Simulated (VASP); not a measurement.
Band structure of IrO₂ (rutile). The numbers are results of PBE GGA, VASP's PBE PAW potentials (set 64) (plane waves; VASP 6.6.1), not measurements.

Unless said otherwise, spin-orbit coupling is left out, though it shifts the bands of the heavy elements here.

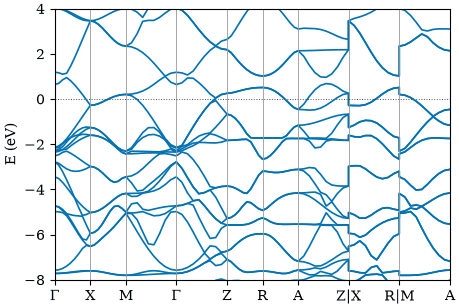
*Bands along high-symmetry lines, zero at the valence-band maximum or, without a gap, the Fermi level*

Problem. Read the plot: is there a gap, and where are the band edges?

Solution. It has no gap at this level: it comes out as a metal or semimetal. (Edges off the drawn lines would not show.)

The compound is IrO2 in the rutile structure. It was relaxed first.
